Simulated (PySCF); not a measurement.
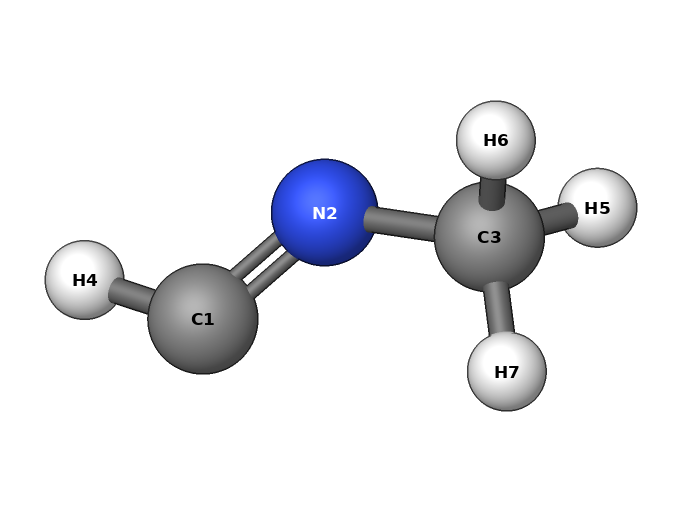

The questions are on Mulliken spin populations. Charge 0, doublet. The geometry was computed by an optimisation with GFN2-xTB. No frequency run is at hand to confirm it as a minimum. Properties computed with UKS B3LYP, pcH-1 on C H N, non-relativistic (PySCF 2.14.0).

### Which atom carries the largest spin population?

C1 (0.66 e).

### Which atom has the lowest spin population?

H5, H6 (0.00 e).

List the Mulliken spin populations.

| atom | value (e) |
| --- | --- |
| C1 | 0.66 |
| N2 | 0.22 |
| C3 | 0.01 |
| H4 | 0.07 |
| H5 | 0.00 |
| H6 | 0.00 |
| H7 | 0.04 |

Mulliken values depend strongly on the basis set.
